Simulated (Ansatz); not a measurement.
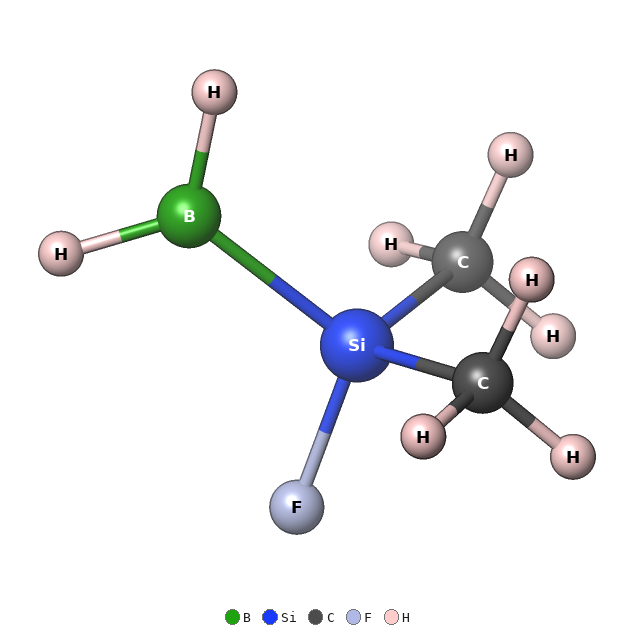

Orthographic view. Distant atoms are faded towards the background colour. The computed structure is the end point of a PBE-D4/def2-SVP optimisation. No frequency run is at hand to confirm it as a minimum.

**Write the InChI string.**

InChI=1S/C2H8BFSi/c1-5(2,3)4/h3H2,1-2H3
